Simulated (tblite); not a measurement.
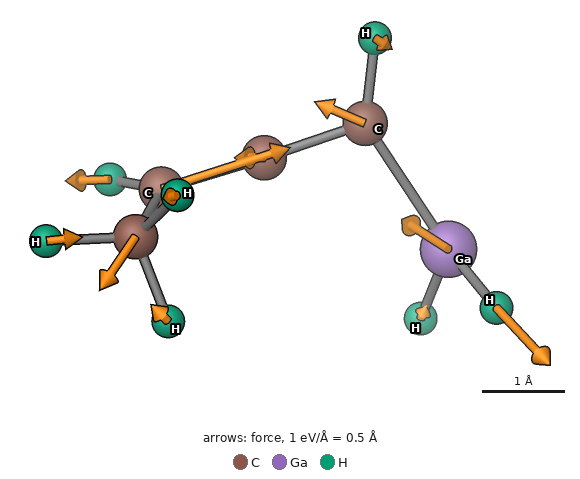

Starting geometry of C4H7Ga with the computed forces as orange arrows. The picture is a ball-and-stick view, seen at a tilt.

Computed with GFN2-xTB geometry optimisation, gas phase in tblite 0.8.0. 

What follows when this structure is relaxed?

It isn't relaxed: the largest force vector, on a C atom, is 3.39 eV/Å. The final displacements have little in common with the starting forces (cosine between the two patterns −0.07). Over 98 geometry steps the energy falls by 0.733 eV. The atom that moves furthest after the best rigid fit is an H atom (1.96 Å). Largest moves by element: H 1.96 Å, C 0.28 Å, Ga 0.19 Å. Near-neighbour distances that change, for instance: Ga–H 1.416 → 1.587 Å, C–H 1.043 → 1.083 Å, C–Ga 1.967 → 2.005 Å, Ga–H 1.614 → 1.580 Å. Among the angles between lasting bonds that change: Ga–C–H 141.7° → 120.2°, C–C–Ga 105.7° → 119.1°, C–C–H 128.1° → 116.1°. Groups turn about C–C by about 45°.
